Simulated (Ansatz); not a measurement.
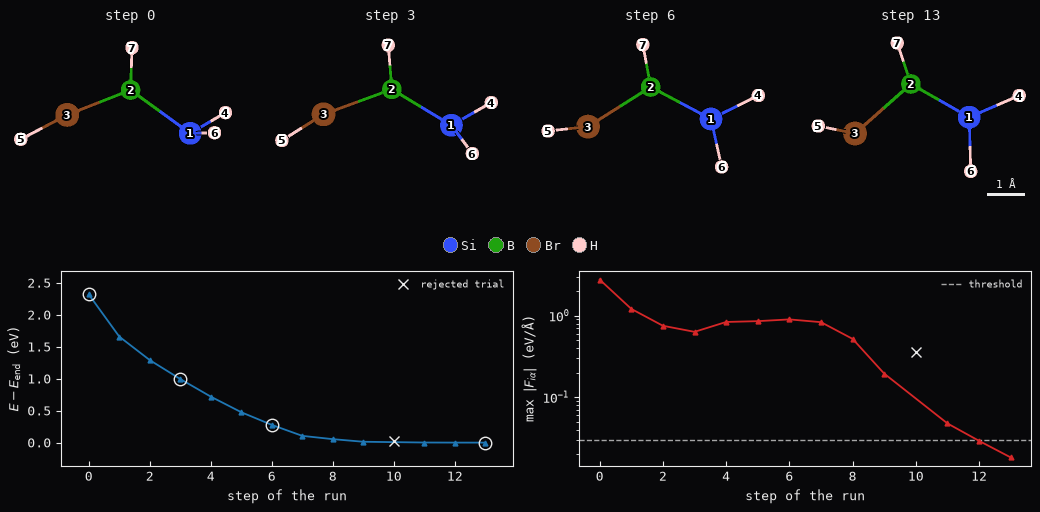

Frames of a relaxation of BSiH4Br, marked on the history of the run. A ball-and-stick model, seen face on.

It is one of the separated reactants of a reaction.

Computed with RKS PBE-D4/def2-SVP (Ansatz 0.2.0). Set-up: force threshold 0.03 eV/Å; at most 250 steps.

### Describe the path.

The largest move after the best rigid fit is that of H6, 1.52 Å. Largest moves by element: H 1.52 Å, Br 0.55 Å, Si 0.48 Å, B 0.27 Å. Among the contacts that change: Si1–B2 2.011 → 1.861 Å, B2–Br3 1.898 → 2.041 Å, B2–H7 1.193 → 1.208 Å, Si1–H4 1.491 → 1.501 Å. Among the angles between lasting bonds that change: B2–Br3–H5 148.9° → 111.1°, Si1–B2–H7 123.4° → 138.9°, B2–Si1–H4 108.8° → 124.1°. Groups turn about B2–Br3 by about 25°. After 12 accepted moves (13 points after the start) the energy has fallen by 2.319 eV. Largest force component: 2.8 eV/Å at the start, 0.018 eV/Å at the end. The line search rejected the trial step at point 10 of the run. Cost: 35 s on 2 threads of Intel Xeon Platinum 8175M @ 2.50GHz, on a shared host. From step 0 to 3: H6 moves most (0.57 Å), energy −1.324 eV. From step 3 to 6: H6 moves most (0.57 Å), energy −0.717 eV. From step 6 to 13: H6 moves most (0.46 Å), energy −0.277 eV.
